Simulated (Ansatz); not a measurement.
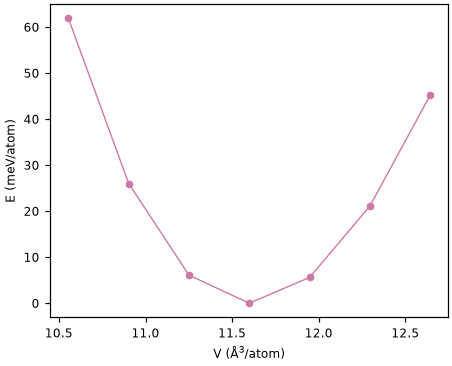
Figure. AlCo (CsCl type, space group No. 221) under volume change, the program Ansatz at the PBE level (PAW), scaled uniformly.

Task: What does a third-order Birch–Murnaghan fit give for V₀, B₀ and B′?

Result: V₀ = 11.60 Å³/atom, B₀ = 179 GPa, B′ = 4.3.

Space group Pm-3m (CsCl type). The PBE relaxation kept the symmetry of its start; phonons on a q-mesh show no instability. The run is not spin-polarised.

Potentials: the later of the program's two PAW sets.
